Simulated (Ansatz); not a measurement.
Consider CH2O2S (SMILES OC(O)=S).

Input file:

```
crystal:
  periodic: [false, false, false]
  atoms:
    - { symbol: O, position_ang: [0.7988, 0.4519, -0.5017] }
    - { symbol: C, position_ang: [-0.3174, -0.1265, -0.0002] }
    - { symbol: O, position_ang: [-0.1307, -0.566, 1.2244] }
    - { symbol: S, position_ang: [-1.6383, -0.2933, -0.8232] }
    - { symbol: H, position_ang: [0.5208, 0.7831, -1.4285] }
    - { symbol: H, position_ang: [0.809, -0.3134, 1.4831] }
basis:
  gaussian: { orbitals: def2-SVP }
hamiltonian:
  xc: hf
relax:
  f_tol: 0.015
  max_steps: 40
output:
  orbitals: {}
```

Command:

```sh
ansatz run input.yaml --threads 1 --pin off --max-ram 2048MiB --backend cpu --events-out ev --progress --plain --runs-dir out
```

The fields are those of the relaxed geometry.

Theory: Ansatz, RHF/def2-SVP.

**What will maps of the electron density and electron localisation function show?**

C–O (1.30 Å): the density is about 2.8 e/Å³ at the midpoint; the ELF peaks at about 0.95 between the atoms; a polar covalent bond.
C–S (1.63 Å): ρ at the midpoint is about 1.7 e/Å³; the ELF peaks at about 0.95 between the atoms; localised, covalent bonding.
O–H (0.95 Å): ρ at the midpoint is about 4 e/Å³; the ELF climbs to about 1 towards the hydrogen, as it does in any bond to H (an ordinary covalent bond to hydrogen).

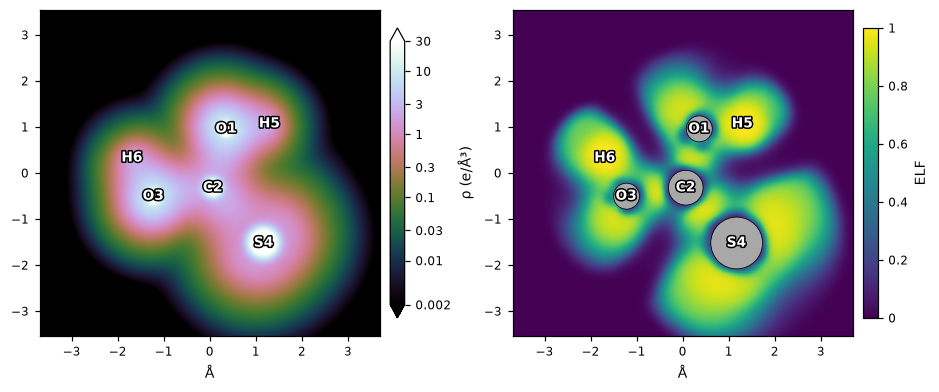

Computed electron density and electron localisation function on the molecular plane, in this order. Grey discs cover the atomic cores in the ELF map. 
